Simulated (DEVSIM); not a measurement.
Device: Schottky contact on n-type Ge, at 250 K.

```
layer (left to right)  material  thickness (μm)  Nd (cm⁻³)  τn (s)  τp (s)
---------------------  --------  --------------  ---------  ------  ------
1                            Ge           0.550     1.4e17  7.8e-6  7.8e-6
2                            Ge            2.30     1.9e18  7.8e-6  2.3e-6
```

Left contact: Schottky, work function 4.33 eV, emission velocity 5.4e6 cm/s. Right contact: ohmic. Voltage is applied to the left contact. Recombination: SRH at mid-gap. Mobility is constant in doping.

This is a model device: material constants are rounded textbook-type values typed into the input, and sizes, dopings and lifetimes were drawn at random. Values at 300 K; Nc and Nv go as T^1.5, mobilities as T to minus their exponent, the gap by Varshni's rule with the affinity fixed.

| parameter | Ge |
|---|---|
| gap (eV) | 0.664 |
| affinity (eV) | 4 |
| permittivity | 16 |
| Nc (cm⁻³) | 1.04e19 |
| Nv (cm⁻³) | 6e18 |
| μn (cm²/Vs) | 3900 |
| μp (cm²/Vs) | 1900 |
| T exponent of μn | 1.66 |
| T exponent of μp | 2.33 |
| Varshni α (eV/K) | 0.000477 |
| Varshni β (K) | 235 |

Simulated with DEVSIM: 1D drift-diffusion, Boltzmann statistics, complete ionisation; no tunnelling, impact ionisation, image-force lowering or self-heating. Metal contacts follow the ideal Schottky-Mott rule: no Fermi-level pinning, no interface dipoles.

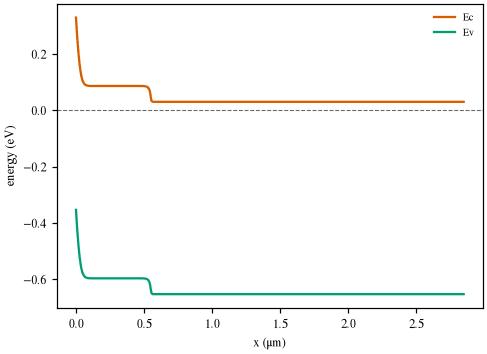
Figure. Band edges at zero bias

Energies count from the Fermi level of the right contact; mesh points crowd at the junctions.

```json
[
 {"x (μm)": "0.000", "Ec (eV)": "0.330", "Ev (eV)": "-0.353", "n (cm⁻³)": "1.8e12", "p (cm⁻³)": "3.5e11", "field (V/cm)": "-83000"},
 {"x (μm)": "0.01803", "Ec (eV)": "0.205", "Ev (eV)": "-0.478", "n (cm⁻³)": "5.9e14", "p (cm⁻³)": "1.1e9", "field (V/cm)": "-55000"},
 {"x (μm)": "0.04837", "Ec (eV)": "0.105", "Ev (eV)": "-0.578", "n (cm⁻³)": "6.0e16", "p (cm⁻³)": "1.0e7", "field (V/cm)": "-14000"},
 {"x (μm)": "0.1042", "Ec (eV)": "0.087", "Ev (eV)": "-0.596", "n (cm⁻³)": "1.4e17", "p (cm⁻³)": "4500000", "field (V/cm)": "-160"},
 {"x (μm)": "0.2286", "Ec (eV)": "0.087", "Ev (eV)": "-0.596", "n (cm⁻³)": "1.4e17", "p (cm⁻³)": "4400000", "field (V/cm)": "≈ 0"},
 {"x (μm)": "0.3686", "Ec (eV)": "0.087", "Ev (eV)": "-0.596", "n (cm⁻³)": "1.4e17", "p (cm⁻³)": "4400000", "field (V/cm)": "≈ 0"},
 {"x (μm)": "0.4529", "Ec (eV)": "0.087", "Ev (eV)": "-0.596", "n (cm⁻³)": "1.4e17", "p (cm⁻³)": "4400000", "field (V/cm)": "≈ 0"},
 {"x (μm)": "0.5155", "Ec (eV)": "0.085", "Ev (eV)": "-0.597", "n (cm⁻³)": "1.5e17", "p (cm⁻³)": "4100000", "field (V/cm)": "-1400"},
 {"x (μm)": "0.5402", "Ec (eV)": "0.073", "Ev (eV)": "-0.610", "n (cm⁻³)": "2.7e17", "p (cm⁻³)": "2300000", "field (V/cm)": "-14000"},
 {"x (μm)": "0.5554", "Ec (eV)": "0.034", "Ev (eV)": "-0.649", "n (cm⁻³)": "1.6e18", "p (cm⁻³)": "380000", "field (V/cm)": "-9900"},
 {"x (μm)": "0.5779", "Ec (eV)": "0.031", "Ev (eV)": "-0.652", "n (cm⁻³)": "1.9e18", "p (cm⁻³)": "330000", "field (V/cm)": "≈ 0"},
 {"x (μm)": "0.6374", "Ec (eV)": "0.031", "Ev (eV)": "-0.652", "n (cm⁻³)": "1.9e18", "p (cm⁻³)": "330000", "field (V/cm)": "≈ 0"},
 {"x (μm)": "0.7214", "Ec (eV)": "0.031", "Ev (eV)": "-0.652", "n (cm⁻³)": "1.9e18", "p (cm⁻³)": "330000", "field (V/cm)": "≈ 0"},
 {"x (μm)": "0.8682", "Ec (eV)": "0.031", "Ev (eV)": "-0.652", "n (cm⁻³)": "1.9e18", "p (cm⁻³)": "330000", "field (V/cm)": "≈ 0"},
 {"x (μm)": "1.258", "Ec (eV)": "0.031", "Ev (eV)": "-0.652", "n (cm⁻³)": "1.9e18", "p (cm⁻³)": "330000", "field (V/cm)": "≈ 0"},
 {"x (μm)": "1.833", "Ec (eV)": "0.031", "Ev (eV)": "-0.652", "n (cm⁻³)": "1.9e18", "p (cm⁻³)": "330000", "field (V/cm)": "≈ 0"},
 {"x (μm)": "2.279", "Ec (eV)": "0.031", "Ev (eV)": "-0.652", "n (cm⁻³)": "1.9e18", "p (cm⁻³)": "330000", "field (V/cm)": "≈ 0"},
 {"x (μm)": "2.534", "Ec (eV)": "0.031", "Ev (eV)": "-0.652", "n (cm⁻³)": "1.9e18", "p (cm⁻³)": "330000", "field (V/cm)": "≈ 0"},
 {"x (μm)": "2.715", "Ec (eV)": "0.031", "Ev (eV)": "-0.652", "n (cm⁻³)": "1.9e18", "p (cm⁻³)": "330000", "field (V/cm)": "≈ 0"},
 {"x (μm)": "2.784", "Ec (eV)": "0.031", "Ev (eV)": "-0.652", "n (cm⁻³)": "1.9e18", "p (cm⁻³)": "330000", "field (V/cm)": "≈ 0"},
 {"x (μm)": "2.822", "Ec (eV)": "0.031", "Ev (eV)": "-0.652", "n (cm⁻³)": "1.9e18", "p (cm⁻³)": "330000", "field (V/cm)": "≈ 0"},
 {"x (μm)": "2.850", "Ec (eV)": "0.031", "Ev (eV)": "-0.652", "n (cm⁻³)": "1.9e18", "p (cm⁻³)": "330000", "field (V/cm)": "≈ 0"}
]
```
